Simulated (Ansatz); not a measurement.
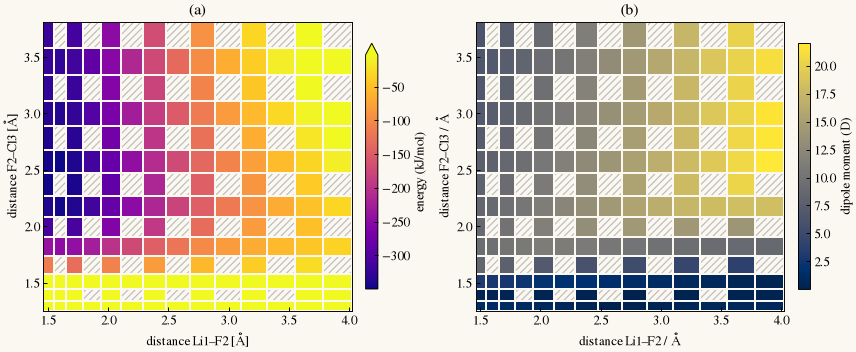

The system Li + FCl, spin multiplicity 2. Coordinates scanned: (1) distance Li1–F2; (2) distance F2–Cl3. Nothing is relaxed (the angle Li1–F2–Cl3 is fixed at 180 degrees). The scan uses a 14 × 14 grid. At 46 points there is no value. Points are written as (first, second). Energies are in kJ/mol, from Li far from the relaxed FCl (each part in its own basis). Computed with UKS B3LYP-D4/def2-TZVPD (Ansatz).

Panel (a) is the energy and panel (b) the computed dipole moment on the same grid.

The picture shows one coloured cell a grid point, one colour for all values above the top of the scale, hatched blanks where no value was computed.

How does the dipole moment vary over the map, and what is it at the lowest grid point?

Leaving out the highest fifth of the energies, it runs from 1.1 D at (2.992 Å, 1.507 Å) to 22.0 D at (3.904 Å, 2.573 Å). At the lowest grid point, (1.590 Å, 2.573 Å), it is 8.1 D.
